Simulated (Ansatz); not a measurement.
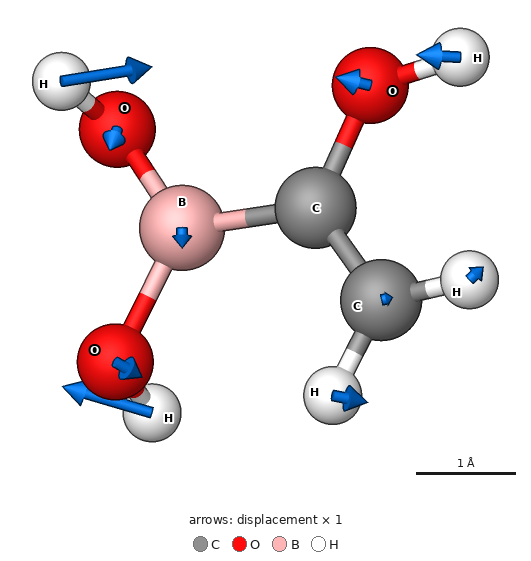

This is a relaxation of C2H5BO3 (coarse preliminary run). The starting structure is drawn; blue arrows show the displacements, at their true length. The two geometries are superimposed by the best rigid fit.

The picture is a ball-and-stick view, seen at a tilt.

The start comes from a force field.

Computed with Ansatz, RKS PBE-D4/def2-SVP. Settings: force threshold 0.03 eV/Å; at most 200 steps.

Q: What happened in the run?

A: Over 11 geometry steps the energy falls by 1.883 eV. The largest force component goes from 3 to 0.023 eV/Å. The largest move after the best rigid fit is that of an H atom, 1.00 Å. By element the largest moves are H 1.00 Å, O 0.39 Å, B 0.22 Å, C 0.13 Å. Some distances before and after: B–O 1.525 → 1.367 Å, H–O 1.065 → 0.977 Å, C–H 1.049 → 1.104 Å, H–O 1.015 → 0.978 Å. Among the angles between lasting bonds that change: C–O–H 123.9° → 109.6°, B–O–H 103.4° → 110.8°, C–C–O 118.5° → 124.4°. Groups turn about B–O by about 90°, B–O by about 90°. The run took roughly 40 core-seconds on a shared host.
